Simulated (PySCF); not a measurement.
# C2H3FGe (SMILES C#[C][GeH2][F]) at MP2/3-21G

Aim: the vertical singlet–triplet gap of C2H3FGe at MP2/3-21G, from 2 runs. The job is set up through a Python script.

Program for the calculation: PySCF 2.14.0.

### 1 The molecule

C2H3FGe: 7 atoms, total charge 0, spin state singlet. SMILES: `C#[C][GeH2][F]`. The shape is that of a PBE0-D4/def2-TZVP optimisation.

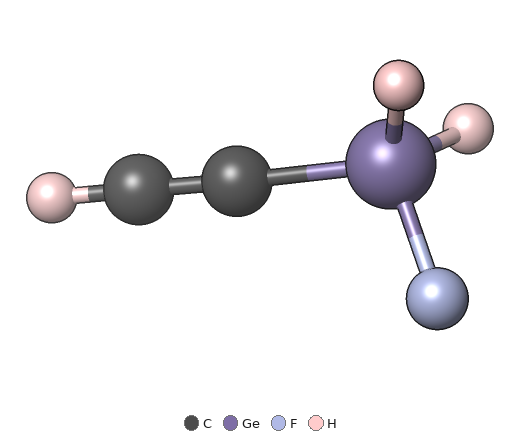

Viewed from a chosen angle; carbon dark grey, germanium purple, fluorine light blue, hydrogen pink.

### 2 A single-point energy at MP2/3-21G

Input file mol.xyz:

```xyz
7

C      1.589600    -1.011400     0.749400
C      0.653200    -0.399300     0.302800
Ge    -0.795200     0.603200    -0.384600
F     -1.928600    -0.538300    -1.040400
H      2.414700    -1.560800     1.142300
H     -1.525800     1.349500     0.733200
H     -0.346600     1.489200    -1.548300
```

Input file calc.py:

```python
from pyscf import gto, scf, mp

system = gto.M(
    atom='mol.xyz',
    basis='3-21g',
    verbose=3,
    max_memory=1860,
    charge=0,
)

mf = scf.RHF(system)
mf.conv_tol = 1e-10
mf.kernel()
if not mf.converged:
    mf = mf.newton().run(mf.mo_coeff, mf.mo_occ)

pt = mp.MP2(mf, frozen=12).run()
e_final = pt.e_tot
print(f'total energy: {e_final:.8f} hartree')
```

Launch:

```sh
$ OMP_NUM_THREADS=1 python calc.py
```

Output:

```text
converged SCF energy = -2241.29421864233
E(RMP2) = -2241.64629062649  E_corr = -0.352071984155505
E(SCS-RMP2) = -2241.6426999944  E_corr = -0.348481352063215
total energy: -2241.64629063 hartree
```

Wall time 1.1 s (1 thread of Arm Neoverse V1, shared host); peak memory 0.13 GiB.

### 3 The triplet, same level

Input file run.py:

```python
from pyscf import gto, mp

molecule = gto.M(
    atom=[
    ('C', (1.589600, -1.011400, 0.749400)),
    ('C', (0.653200, -0.399300, 0.302800)),
    ('Ge', (-0.795200, 0.603200, -0.384600)),
    ('F', (-1.928600, -0.538300, -1.040400)),
    ('H', (2.414700, -1.560800, 1.142300)),
    ('H', (-1.525800, 1.349500, 0.733200)),
    ('H', (-0.346600, 1.489200, -1.548300)),
],
    max_memory=1860,
    basis='3-21g',
    verbose=3,
    spin=2,
    charge=0,
)

calc0 = molecule.UHF()
calc0.conv_tol = 1e-10
calc0.kernel()
if not calc0.converged:
    calc0 = calc0.newton().run(calc0.mo_coeff, calc0.mo_occ)

pt = mp.MP2(calc0, frozen=12).run()
energy = pt.e_tot
print('E(%s) = %.9f' % ('MP2', energy))
```

Launch:

```sh
$ OMP_NUM_THREADS=1 python run.py
```

Output:

```text
WARN: HOMO 0.00158605302686166 >= LUMO -0.321526153948959

WARN: HOMO -0.157957944126355 >= LUMO -0.169782256653375

converged SCF energy = -2241.09301297741  <S^2> = 2.0158425  2S+1 = 3.0105431
E(UMP2) = -2241.38829572452  E_corr = -0.295282747113614
E(SCS-UMP2) = -2241.38671915826  E_corr = -0.293706180848957
E(MP2) = -2241.388295725
```

Wall time 1.7 s (1 thread of Arm Neoverse V1, shared host); peak memory 0.13 GiB.

### 4 Results

Level: MP2/3-21G, 12 core orbitals frozen.

| quantity | value |
| --- | --- |
| singlet: total energy | -2241.64629 Eh |
| singlet: dipole moment (Hartree–Fock density) | 2.71 D |
| singlet: HOMO energy (Hartree–Fock orbitals) | -11.30 eV |
| singlet: LUMO energy (Hartree–Fock orbitals) | 3.22 eV |
| singlet: HOMO–LUMO gap (Hartree–Fock orbitals) | 14.53 eV |
| singlet: correlation energy (12 core orbitals frozen) | -352.1 mEh |
| triplet: total energy | -2241.38830 Eh |
| triplet: dipole moment (Hartree–Fock density) | 3.26 D |
| triplet: HOMO energy (Hartree–Fock orbitals) (highest over α and β) | -5.51 eV |
| triplet: LUMO energy (Hartree–Fock orbitals) (lowest over α and β) | -0.76 eV |
| triplet: correlation energy (12 core orbitals frozen) | -295.3 mEh |
| triplet: ⟨S²⟩ of the reference determinant | 2.016 |
| vertical energy of the triplet above the singlet | 7.020 eV |

**Reading.** At this shape the triplet lies 7.02 eV (162 kcal/mol) above the singlet. Mulliken charges (singlet) of the mean-field density run from -0.52 on C2 to +1.53 on Ge3; they depend strongly on the basis. Mulliken charges (triplet) of the mean-field density run from -0.52 on F4 to +1.45 on Ge3; they depend strongly on the basis.
